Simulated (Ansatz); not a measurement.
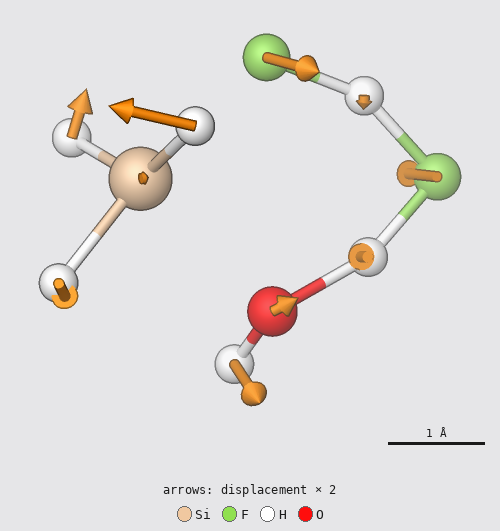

A constrained relaxation of SiH6OF2. The starting structure is drawn; orange arrows show the displacements, magnified 2 times. The two geometries are superimposed by the best rigid fit.

Style: ball-and-stick. Shown at a tilt.

The reaction that was planned forms Si1–O7, H6–F9, F2–H8 and breaks Si1–F2, H6–O7, H8–F9 (atoms numbered from 1 in input order).

Theory: RKS PBE0-D4/def2-SVP (Ansatz). Set-up: held fixed: the distance between atoms 1 (Si) and 7 (O), the distance between atoms 6 (H) and 9 (F), the distance between atoms 2 (F) and 8 (H), the distance between atoms 1 (Si) and 2 (F), the distance between atoms 6 (H) and 7 (O), the distance between atoms 8 (H) and 9 (F), counting from 1; force threshold 0.08 eV/Å; at most 120 steps.

**What happened in the run?**

The largest move after the best rigid fit is that of an H atom, 0.51 Å. By element the largest moves are H 0.51 Å, F 0.47 Å, O 0.17 Å, Si 0.05 Å. Among the contacts that change: H–Si 1.450 → 1.483 Å, H–Si 1.484 → 1.507 Å, H–O 0.954 → 0.965 Å. Among the angles between lasting bonds that change: H–Si–H 140.0° → 120.0°, H–O–H 107.7° → 114.5°. The optimiser took 8 steps.
